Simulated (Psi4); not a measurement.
# triplet COF2: levels of theory compared

We compute a comparison of 4 runs (U-r2SCAN/aug-cc-pVDZ, U-wB97X/aug-cc-pVDZ, UCAM-B3LYP/aug-cc-pVDZ, UPBE0/aug-cc-pVDZ) of triplet COF2. Input form: a QCSchema input.

Program for the calculation: Psi4 1.11.

1 further run of the same task is left out (it didn't finish).

### 1 The molecule

The species is COF2 (4 atoms), meant as a triplet with charge 0. SMILES of the parent species: `O=C(F)F`. The shape is that of a PBE0-D4/def2-TZVP optimisation. That shape belongs to the parent species and isn't relaxed for this state.

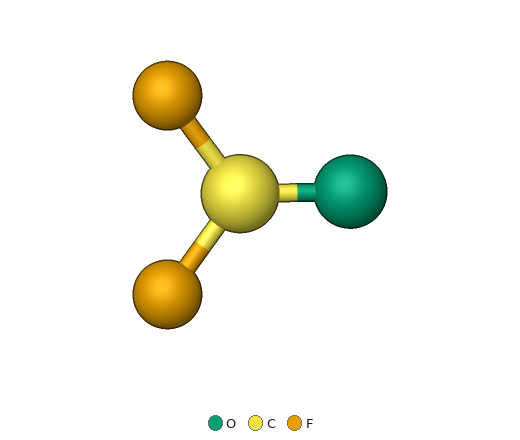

The structure, seen from a chosen angle (oxygen teal, carbon yellow, fluorine amber).

### 2 Energy and gradient at U-r2SCAN/aug-cc-pVDZ (run 1)

The input, job.json:

```json
{
 "schema_name": "qcschema_input",
 "schema_version": 1,
 "molecule": {
  "schema_name": "qcschema_molecule",
  "schema_version": 2,
  "symbols": ["O", "C", "F", "F"],
  "geometry": [-2.34828707, -0.29744289, 0.29084775, -0.17353355, -0.02197751, 0.02148619, 1.59774454, -1.5621799, 0.80250999, 0.92405718, 1.8816003, -1.11486282],
  "molecular_charge": 0,
  "molecular_multiplicity": 3,
  "fix_symmetry": "c1",
  "fix_com": true,
  "fix_orientation": true
 },
 "driver": "gradient",
 "model": {
  "method": "r2scan",
  "basis": "aug-cc-pVDZ"
 },
 "keywords": {
  "reference": "uks",
  "puream": true,
  "e_convergence": 1e-09,
  "d_convergence": 1e-08,
  "scf_type": "pk",
  "dft_radial_points": 99,
  "dft_spherical_points": 590,
  "maxiter": 100,
  "scf_properties": ["DIPOLE", "WIBERG_LOWDIN_INDICES", "QUADRUPOLE"]
 }
}
```

Command:

```bash
psi4 --qcschema job.json -n 1 --memory 1600MB
```

stdout:

```text
[...]
  Running in c1 symmetry.
[...]
  Nuclear repulsion =  120.136422958684221
[...]
  Multiplicity = 3
[...]
  Nalpha       = 17
  Nbeta        = 15
[...]
    Number of basis functions: 92
[...]
   @UKS iter   1:  -312.46617190766005    2.23190e-01   7.06329e-03 DIIS/ADIIS
[...]
   @UKS iter  13:  -312.68239890889430   -6.08225e-12   7.77108e-09 DIIS
[...]
   @S^2 Observed:                2.008152045E+00
[...]
    Orbital Energies [Eh]
    ---------------------
    Alpha Occupied:
       1A    -24.577032     2A    -24.577024     3A    -19.113389
       4A    -10.216008     5A     -1.294695     6A     -1.222674
       7A     -1.159433     8A     -0.653598     9A     -0.598300
      10A     -0.553209    11A     -0.550399    12A     -0.455602
      13A     -0.453584    14A     -0.430995    15A     -0.415909
      16A     -0.401900    17A     -0.087417
    Alpha Virtual:
      18A     -0.004988    19A      0.059197    20A      0.059294
      21A      0.060411    22A      0.114159    23A      0.155364
      24A      0.164511    25A      0.178080    26A      0.202472
[...]
  @UKS Final Energy:  -312.68239890889430
   => Energetics <=
    Nuclear Repulsion Energy =            120.1364229586842214
    One-Electron Energy =                -670.5116184767698542
    Two-Electron Energy =                 272.5297168783423558
    DFT Exchange-Correlation Energy =     -34.8369202691510012
    Empirical Dispersion Energy =           0.0000000000000000
    VV10 Nonlocal Energy =                  0.0000000000000000
    Total Energy =                       -312.6823989088942994
[...]
 Multipole Moments:
 ------------------------------------------------------------------------------------
     Multipole            Electronic (a.u.)      Nuclear  (a.u.)        Total (a.u.)
 ------------------------------------------------------------------------------------
 L = 1.  Multiply by 2.5417464519 to convert [e a0] to [Debye]
 Dipole X            :         -2.9896213            2.8687176           -0.1209036
 Dipole Y            :         -0.3786835            0.3633754           -0.0153081
 Dipole Z            :          0.3704487           -0.3554763            0.0149723
 Magnitude           :                                                    0.1227852
 L = 2.  Multiply by 1.3450342976 to convert [e a0^2] to [Debye ang]
 Quadrupole XX       :        -90.8062330           74.9563242          -15.8499088
 Quadrupole XY       :          1.1412587           -1.2045899           -0.0633312
[...]
  -Total Gradient:
     Atom            X                  Y                   Z
    ------   -----------------  -----------------  -----------------
       1        0.272072411173     0.034462039673    -0.033698693659
       2       -0.260095390646    -0.032941943944     0.032213919857
       3       -0.015121557450     0.045337091109    -0.024916838190
       4        0.002916965585    -0.046886035749     0.026429811721
[...]
```

The result, in JSON:

```text
{
 "driver": "gradient",
 "model": {
  "method": "r2scan",
  "basis": "aug-cc-pVDZ"
 },
 "success": true,
 "return_result": [0.2720724111730609, 0.0344620396728063, -0.03369869365856129, -0.2600953906457478, -0.032941943943933086, 0.03221391985713927, -0.01512155744961613, 0.0453370911088741, -0.024916838189781187, 0.0029169655845615594, -0.04688603574902456, 0.026429811720933838],
 "properties": {
  "calcinfo_nbasis": 92,
  "calcinfo_nmo": 92,
  "calcinfo_nalpha": 17,
  "calcinfo_nbeta": 15,
  "calcinfo_natom": 4,
  "nuclear_repulsion_energy": 120.13642295868422,
  "return_energy": -312.6823989088943,
  "return_gradient": [0.2720724111730609, 0.0344620396728063, -0.03369869365856129, -0.2600953906457478, -0.032941943943933086, 0.03221391985713927, -0.01512155744961613, 0.0453370911088741, -0.024916838189781187, 0.0029169655845615594, -0.04688603574902456, 0.026429811720933838],
  "scf_one_electron_energy": -670.5116184767699,
  "scf_two_electron_energy": 272.52971687834236,
  "scf_xc_energy": -34.836920269151,
  "scf_dipole_moment": [-0.12090363356950506, -0.015308127494592316, 0.014972326375237821],
  "scf_total_energy": -312.6823989088943,
  "scf_total_gradient": [0.2720724111730609, 0.0344620396728063, -0.03369869365856129, -0.2600953906457478, -0.032941943943933086, 0.03221391985713927, -0.01512155744961613, 0.0453370911088741, -0.024916838189781187, 0.0029169655845615594, -0.04688603574902456, 0.026429811720933838],
  "scf_iterations": 13
 }
}
```

Run time: 32 s. Hardware: 1 thread of Intel Xeon 6975P-C (Granite Rapids), shared host; peak memory 0.85 GiB.

### 3 The energy at U-wB97X/aug-cc-pVDZ (run 2)

job.json, as its differences from that of step 2:

```diff
@@ -10,9 +10,7 @@
   "molecular_multiplicity": 3,
-  "fix_symmetry": "c1",
-  "fix_com": true,
-  "fix_orientation": true
+  "fix_symmetry": "c1"
  },
- "driver": "gradient",
+ "driver": "energy",
  "model": {
-  "method": "r2scan",
+  "method": "wb97x",
   "basis": "aug-cc-pVDZ"
@@ -28,3 +26,3 @@
   "maxiter": 100,
-  "scf_properties": ["DIPOLE", "WIBERG_LOWDIN_INDICES", "QUADRUPOLE"]
+  "scf_properties": ["LOWDIN_CHARGES", "DIPOLE", "MAYER_INDICES"]
  }
```

Command:

```bash
psi4 --qcschema job.json -n 1 --memory 1600MB
```

stdout:

```text
[...]
  Running in c1 symmetry.
[...]
  Nuclear repulsion =  120.136422958684221
[...]
  Multiplicity = 3
[...]
  Nalpha       = 17
  Nbeta        = 15
[...]
    Number of basis functions: 92
[...]
   @UKS iter   1:  -312.64643863113497   -1.10481e-01   4.47308e-03 DIIS/ADIIS
[...]
   @UKS iter  15:  -312.74095120134569   -1.30740e-12   2.75933e-09 DIIS
[...]
   @S^2 Observed:                2.006242740E+00
[...]
    Orbital Energies [Eh]
    ---------------------
    Alpha Occupied:
       1A    -24.826932     2A    -24.826929     3A    -19.367503
       4A    -10.436733     5A     -1.460373     6A     -1.383394
       7A     -1.332809     8A     -0.812507     9A     -0.756080
      10A     -0.718334    11A     -0.708938    12A     -0.607918
      13A     -0.601146    14A     -0.587459    15A     -0.579743
      16A     -0.551073    17A     -0.225060
    Alpha Virtual:
      18A      0.068292    19A      0.099659    20A      0.102200
      21A      0.102365    22A      0.206988    23A      0.216169
      24A      0.230763    25A      0.232797    26A      0.271434
[...]
  @UKS Final Energy:  -312.74095120134569
   => Energetics <=
    Nuclear Repulsion Energy =            120.1364229586842214
    One-Electron Energy =                -670.4270998359293117
    Two-Electron Energy =                 262.8061787202374262
    DFT Exchange-Correlation Energy =     -25.2564530443380129
    Empirical Dispersion Energy =           0.0000000000000000
    VV10 Nonlocal Energy =                  0.0000000000000000
    Total Energy =                       -312.7409512013456947
[...]
 Multipole Moments:
 ------------------------------------------------------------------------------------
     Multipole            Electronic (a.u.)      Nuclear  (a.u.)        Total (a.u.)
 ------------------------------------------------------------------------------------
 L = 1.  Multiply by 2.5417464519 to convert [e a0] to [Debye]
 Dipole X            :          0.9096839           -1.1401014           -0.2304175
 Dipole Y            :          0.1152298           -0.1444089           -0.0291791
 Dipole Z            :         -0.1126734            0.1412094            0.0285360
 Magnitude           :                                                    0.2340041
[...]
```

The result, in JSON:

```text
{
 "driver": "energy",
 "model": {
  "method": "wb97x",
  "basis": "aug-cc-pVDZ"
 },
 "success": true,
 "return_result": -312.7409512013457,
 "properties": {
  "calcinfo_nbasis": 92,
  "calcinfo_nmo": 92,
  "calcinfo_nalpha": 17,
  "calcinfo_nbeta": 15,
  "calcinfo_natom": 4,
  "nuclear_repulsion_energy": 120.13642295868422,
  "return_energy": -312.7409512013457,
  "scf_one_electron_energy": -670.4270998359293,
  "scf_two_electron_energy": 262.8061787202374,
  "scf_xc_energy": -25.256453044338013,
  "scf_dipole_moment": [-0.2304174573033324, -0.029179060256576905, 0.02853599261343165],
  "scf_total_energy": -312.7409512013457,
  "scf_iterations": 15
 }
}
```

It took 20 s on 1 thread of Intel Xeon 6975P-C (Granite Rapids), shared host; peak memory 1 GiB.

Run 3 isn't shown in full; the table further down has it.

### 4 The energy at UPBE0/aug-cc-pVDZ (run 4)

The input, cf2o.json:

```json
{
 "schema_name": "qcschema_input",
 "schema_version": 1,
 "molecule": {
  "schema_name": "qcschema_molecule",
  "schema_version": 2,
  "symbols": ["O", "C", "F", "F"],
  "geometry": [-2.34828707, -0.29744289, 0.29084775, -0.17353355, -0.02197751, 0.02148619, 1.59774454, -1.5621799, 0.80250999, 0.92405718, 1.8816003, -1.11486282],
  "molecular_charge": 0,
  "molecular_multiplicity": 3,
  "fix_symmetry": "c1",
  "fix_com": true,
  "fix_orientation": true
 },
 "driver": "energy",
 "model": {
  "method": "pbe0",
  "basis": "aug-cc-pVDZ"
 },
 "keywords": {
  "reference": "uks",
  "puream": true,
  "e_convergence": 1e-09,
  "d_convergence": 1e-08,
  "scf_type": "pk",
  "dft_radial_points": 99,
  "dft_spherical_points": 590,
  "maxiter": 100
 }
}
```

Command:

```bash
psi4 --qcschema cf2o.json -n 1 --memory 1600MB
```

stdout:

```text
[...]
  Running in c1 symmetry.
[...]
  Nuclear repulsion =  120.136422958684221
[...]
  Multiplicity = 3
[...]
  Nalpha       = 17
  Nbeta        = 15
[...]
    Number of basis functions: 92
[...]
   @UKS iter   1:  -312.37971782555496    7.69087e-02   5.30516e-03 ADIIS/DIIS
[...]
   @UKS iter  14:  -312.50997098783165   -2.84217e-13   8.47111e-10 DIIS
[...]
   @S^2 Observed:                2.006081645E+00
[...]
    Orbital Energies [Eh]
    ---------------------
    Alpha Occupied:
       1A    -24.854570     2A    -24.854569     3A    -19.372661
       4A    -10.402350     5A     -1.368204     6A     -1.293249
       7A     -1.235436     8A     -0.714471     9A     -0.659770
      10A     -0.618710    11A     -0.611749    12A     -0.513789
      13A     -0.509955    14A     -0.493845    15A     -0.482223
      16A     -0.458929    17A     -0.133995
    Alpha Virtual:
      18A      0.000785    19A      0.052143    20A      0.052159
      21A      0.052834    22A      0.135650    23A      0.144877
      24A      0.158995    25A      0.162582    26A      0.192636
[...]
  @UKS Final Energy:  -312.50997098783165
   => Energetics <=
    Nuclear Repulsion Energy =            120.1364229586842214
    One-Electron Energy =                -670.4652966608028919
    Two-Electron Energy =                 264.0884378210768659
    DFT Exchange-Correlation Energy =     -26.2695351067897924
    Empirical Dispersion Energy =           0.0000000000000000
    VV10 Nonlocal Energy =                  0.0000000000000000
    Total Energy =                       -312.5099709878316503
[...]
 Multipole Moments:
 ------------------------------------------------------------------------------------
     Multipole            Electronic (a.u.)      Nuclear  (a.u.)        Total (a.u.)
 ------------------------------------------------------------------------------------
 L = 1.  Multiply by 2.5417464519 to convert [e a0] to [Debye]
 Dipole X            :         -3.0701299            2.8687176           -0.2014123
 Dipole Y            :         -0.3888808            0.3633754           -0.0255054
 Dipole Z            :          0.3804201           -0.3554763            0.0249437
 Magnitude           :                                                    0.2045474
[...]
```

The result, in JSON:

```text
{
 "driver": "energy",
 "model": {
  "method": "pbe0",
  "basis": "aug-cc-pVDZ"
 },
 "success": true,
 "return_result": -312.50997098783165,
 "properties": {
  "calcinfo_nbasis": 92,
  "calcinfo_nmo": 92,
  "calcinfo_nalpha": 17,
  "calcinfo_nbeta": 15,
  "calcinfo_natom": 4,
  "nuclear_repulsion_energy": 120.13642295868422,
  "return_energy": -312.50997098783165,
  "scf_one_electron_energy": -670.4652966608029,
  "scf_two_electron_energy": 264.08843782107687,
  "scf_xc_energy": -26.269535106789792,
  "scf_dipole_moment": [-0.20141230584638636, -0.02550537768335781, 0.024943733454776296],
  "scf_total_energy": -312.50997098783165,
  "scf_iterations": 14
 }
}
```

It took 15 s on 1 thread of Intel Xeon 6975P-C (Granite Rapids), shared host; peak memory 0.94 GiB.

### 5 Overview of the runs

```
run                   level      task  energy (Eh)  dipole moment (D)  HOMO energy (eV)   ⟨S²⟩  wall time
  1    U-r2SCAN/aug-cc-pVDZ  gradient  -312.682399               0.31             -2.38  2.008       32 s
  2     U-wB97X/aug-cc-pVDZ    energy  -312.740951               0.59             -6.12  2.006       20 s
  3  UCAM-B3LYP/aug-cc-pVDZ  gradient  -312.731690               0.57             -5.24  2.006       28 s
  4       UPBE0/aug-cc-pVDZ    energy  -312.509971               0.52             -3.65  2.006       15 s
```

### 6 Outcome

| quantity | value |
| --- | --- |
| run 4: total energy | -312.50997 Eh |
| run 4: dipole moment | 0.52 D |
| run 4: HOMO energy (highest over α and β) | -3.65 eV |
| run 4: ⟨S²⟩ | 2.006 |

**Reading.** The dipole moment (its size) runs from 0.31 D (U-r2SCAN/aug-cc-pVDZ) to 0.59 D (U-wB97X/aug-cc-pVDZ). Totals of different functionals can't be ranked against each other. All runs together took 96 s, the longest 32 s.
